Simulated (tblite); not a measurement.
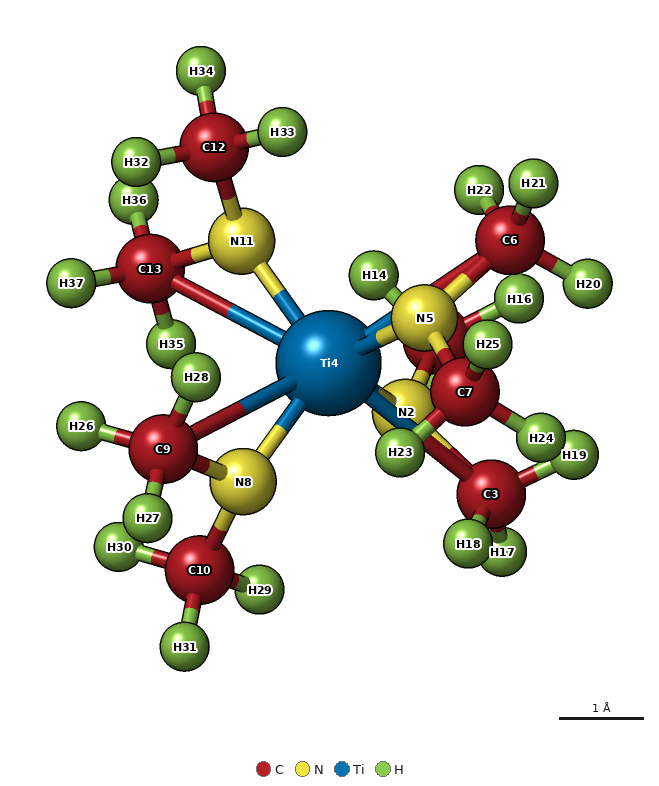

*The structure as given in the input (ball-and-stick view, seen at a tilt; atoms are numbered from 1 in the order of the input). Sticks mark near contacts.*

Bond lengths as drawn: C–H 1.09 to 1.11 Å, C–N 1.44 Å, C–Ti 2.78 to 2.79 Å and N–Ti 1.86 Å.

C8H24N4Ti: frequency calculation

- system: C8H24N4Ti ([Ti(N(CH3)2)4])
- method: GFN2-xTB harmonic vibrations, gas phase (tblite 0.8.0)

### What the program printed
```
mode    cm-1     km/mol
  1      31.1      0.00
  2      63.7      0.10
  3      70.6      2.31
  4      72.9      2.42
  5      84.4      1.65
  6      87.2      2.23
  7      89.7      0.34
  8     104.6      0.05
  9     111.8      0.22
 10     122.4      0.97
 11     124.3      0.86
 12     144.0      0.01
 13     159.7      0.08
 14     169.7      4.65
 15     171.1      4.80
 16     173.5      7.61
 17     180.5      0.05
 18     218.0      0.42
 19     219.8      0.32
 20     221.5      0.15
 21     238.5      0.03
 22     240.8      4.74
 23     258.3      0.68
 24     259.2      0.33
 25     274.7     32.21
 26     324.3      0.18
 27     352.7      8.56
 28     367.0     56.83
 29     368.2     58.42
 30     496.3      0.01
 31     540.8     59.22
 32     543.6     79.00
 33     544.2     80.25
 34     973.4     51.62
 35     973.8     45.95
 36     975.3    172.47
 37     985.8      0.17
 38    1032.6      0.00
 39    1034.9      2.00
 40    1035.3      2.11
 41    1037.3      1.01
 42    1077.5      0.14
 43    1078.1      0.42
 44    1078.5      0.41
 45    1079.1      0.13
 46    1112.0     12.37
 47    1112.1     13.71
 48    1114.5      0.60
 49    1116.4      0.05
 50    1147.8      2.25
 51    1149.7     45.02
 52    1150.5     47.13
 53    1154.2      2.18
 54    1221.1     40.67
 55    1224.1      9.80
 56    1224.4     10.92
 57    1226.0      2.46
 58    1388.1      0.00
 59    1393.2      7.02
 60    1393.3      7.00
 61    1395.3      7.91
 62    1406.3     17.47
 63    1406.7     13.31
 64    1407.0     14.24
 65    1409.1      0.02
 66    1454.9      0.00
 67    1460.5      0.34
 68    1460.9      0.24
 69    1463.3      0.01
 70    1467.3      0.69
 71    1471.9     14.01
 72    1472.3     12.62
 73    1472.8      1.54
 74    1492.7      7.04
 75    1492.9      6.82
 76    1494.0      0.22
 77    1495.5      0.36
 78    1496.9      4.43
 79    1497.4      4.86
 80    1505.3      2.91
 81    1506.1      0.01
 82    2730.0     78.55
 83    2730.9     85.74
 84    2735.1      9.40
 85    2736.9     17.32
 86    2738.8     48.12
 87    2740.3     77.37
 88    2742.4     53.29
 89    2743.4    257.20
 90    2801.0     66.16
 91    2801.3     78.78
 92    2803.3     43.92
 93    2804.1     68.57
 94    2812.1    406.59
 95    2812.9    413.92
 96    2813.8    455.35
 97    2818.9      5.38
 98    2894.5      4.70
 99    2897.2     43.94
100    2898.4     31.36
101    2900.5     34.84
102    2943.0     25.02
103    2943.9     26.83
104    2945.9      3.78
105    2948.8     42.39
```

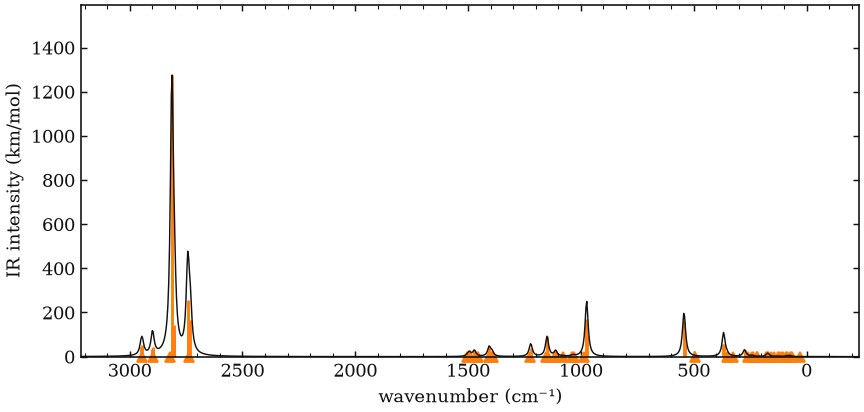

*Harmonic infrared spectrum, unscaled: sticks (degenerate modes added up, dark ones marked on the axis) with a Lorentzian envelope of 16 cm⁻¹ full width, scaled to the tallest stick.*

105 modes from 31 to 2949 cm⁻¹, none imaginary. The strongest line is at 2813 cm⁻¹ (1276 km/mol).

The run was set up as follows.

### The input
```
{"job": {"kind": "ir", "xc": "GFN2-xTB", "basis": "xTB"}, "charge": 0, "multiplicity": 1}
C      0.254398    -2.391391     1.629345
N     -0.594593    -1.332114     1.145281
C     -1.504164    -0.883145     2.172803
Ti    -0.006706     0.010352    -0.005004
N      0.644081     1.493267     0.912925
C      1.614002     1.181771     1.935742
C     -0.172284     2.617936     1.294449
N     -1.456397     0.570146    -1.032462
C     -1.087191     1.423628    -2.137001
C     -2.570163    -0.276098    -1.377668
N      1.372735    -0.689309    -1.038735
C      2.502072     0.052895    -1.537769
C      0.952655    -1.699513    -1.980369
H      0.976766    -2.668755     0.855136
H     -0.337677    -3.285652     1.894638
H      0.810309    -2.090321     2.540708
H     -2.213367    -1.683630     2.453380
H     -2.078090    -0.021669     1.805903
H     -0.971609    -0.590164     3.100590
H      1.138494     1.020940     2.924459
H      2.337903     2.007452     2.062487
H      2.165897     0.275096     1.654741
H     -0.932919     2.799032     0.528666
H     -0.681422     2.448943     2.265233
H      0.438264     3.531871     1.406098
H     -0.884933     0.844777    -3.061101
H     -1.898152     2.134802    -2.378890
H     -0.188359     1.996999    -1.873407
H     -2.790321    -0.954179    -0.547192
H     -2.364427    -0.882055    -2.283854
H     -3.474128     0.322621    -1.589926
H      2.295277     0.501819    -2.530333
H      2.756285     0.855381    -0.838432
H      3.385116    -0.600264    -1.658263
H      0.045538    -2.193899    -1.607360
H      1.737300    -2.465866    -2.119859
H      0.744058    -1.272442    -2.982177
```

The first line tells a small driver script what to run in tblite; the rest is the geometry in Å.

Launch command:
```bash
OMP_NUM_THREADS=2 python <driver script> task.json out
```

### Results in brief

| quantity | value |
| --- | --- |
| outcome | converged |
| total energy | −1162.4627 eV |
| zero-point energy | 194.9710 kcal/mol |
| hardware | 2 CPU threads, shared host |
| wall time | 7.8 s (CPU time 16 s) |
| peak memory | 0.19 GiB |
